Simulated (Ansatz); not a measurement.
ScAl₃ (Cu3Au type)

```xyz
4
Lattice="4.1055 0.0000 0.0000 0.0000 4.1055 0.0000 0.0000 0.0000 4.1055" Properties=species:S:1:pos:R:3 pbc="T T T"
Al     0.0000     2.0528     2.0528
Al     2.0528     2.0528     0.0000
Al     2.0528     0.0000     2.0528
Sc     0.0000     0.0000     0.0000
```

The atoms are displaced by Q × the pattern below (from a DFPT mode at Γ, largest move 1; Q in Å), at fixed cell. It is one choice among 3 degenerate patterns.

```
atom      x      y       z
----  -----  -----  ------
Al1   0.000  0.000  -1.000
Al2   0.000  0.000   0.427
Al3   0.000  0.000  -1.000
Sc4   0.000  0.000   0.944
```

Level of theory: PBE (plane waves to 420 eV, PAW, scalar-relativistic; Ansatz, a program for electronic structure). k mesh 11×11×11 (Γ-centred), Fermi-Dirac smearing 0.05 eV. The energy includes the smearing's −TS. With partly filled bands, energies and forces of such displacements shift with the k mesh and the smearing. ScAl3 is run without spin polarisation. ScAl3 was relaxed with its symmetry unable to fall. ΔE is measured from the undisplaced structure.

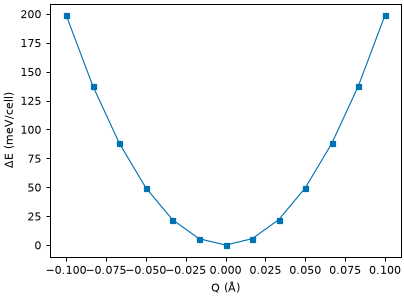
Figure. ΔE (meV/cell) against Q (Å); one marker a computed point.

Task: What is the energy change at Q = 0.100 Å?

Result: About 200 meV/cell.

Task: What harmonic wavenumber does the curvature at Q = 0 give?

Result: About 330 cm⁻¹.

(A displaced cell: forces are minus the slopes of the energy, force constants its curvatures, and phonons follow from these.)
